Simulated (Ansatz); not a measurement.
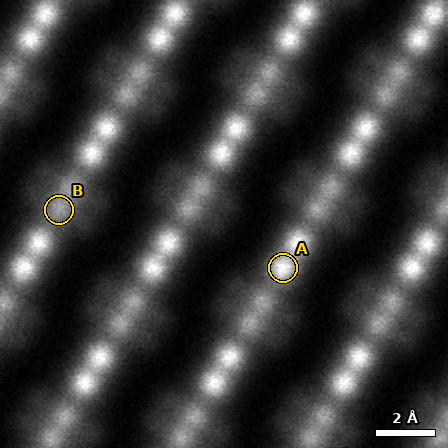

iDPC-like image of Be₂H₃O (Cmc2_1, No. 36) along [001]. Simulated as the projected potential of neutral atoms (B = 0.5 Å²) blurred by a 0.50 Å probe, the thin-sample limit of integrated differential phase contrast. Shot noise and a slight drift were added. Model: coordinates from a relaxation with DFT, PAW plane waves, r2scan (Ansatz); the starting structure was generated, so it need not be a known form of this composition.

```yaml
crystal:
  lattice:
    - [7.76638, 0.00000, 0.00000]
    - [0.00000, 4.68967, 0.00000]
    - [0.00000, 0.00000, 5.19839]
  atoms:
    - { symbol: O, position: [0.50000, 0.90214, 0.83675] }
    - { symbol: O, position: [0.50000, 0.09786, 0.33675] }
    - { symbol: Be, position: [0.50000, 0.40266, 0.23049] }
    - { symbol: Be, position: [0.50000, 0.59734, 0.73049] }
    - { symbol: Be, position: [0.50000, 0.85619, 0.13554] }
    - { symbol: Be, position: [0.50000, 0.14381, 0.63554] }
    - { symbol: H, position: [0.50000, 0.38602, 0.93566] }
    - { symbol: H, position: [0.50000, 0.61398, 0.43566] }
    - { symbol: H, position: [0.14399, 0.09503, 0.18523] }
    - { symbol: H, position: [0.85601, 0.90497, 0.68523] }
    - { symbol: H, position: [0.85601, 0.09503, 0.18523] }
    - { symbol: H, position: [0.14399, 0.90497, 0.68523] }
    - { symbol: O, position: [0.00000, 0.40214, 0.83675] }
    - { symbol: O, position: [0.00000, 0.59786, 0.33675] }
    - { symbol: Be, position: [0.00000, 0.90266, 0.23049] }
    - { symbol: Be, position: [0.00000, 0.09734, 0.73049] }
    - { symbol: Be, position: [0.00000, 0.35619, 0.13554] }
    - { symbol: Be, position: [0.00000, 0.64381, 0.63554] }
    - { symbol: H, position: [0.00000, 0.88602, 0.93566] }
    - { symbol: H, position: [0.00000, 0.11398, 0.43566] }
    - { symbol: H, position: [0.64399, 0.59503, 0.18523] }
    - { symbol: H, position: [0.35601, 0.40497, 0.68523] }
    - { symbol: H, position: [0.35601, 0.59503, 0.18523] }
    - { symbol: H, position: [0.64399, 0.40497, 0.68523] }
```

Name the elements in each circled column.

Answer. A: O + Be (1 O and 1 Be per 5.20 Å along the beam; the brightest kind). B: Be + H (1 Be and 1 H per 5.20 Å along the beam; about 65 % of the brightest peak). Brightness is counted from the darkest point of the image.
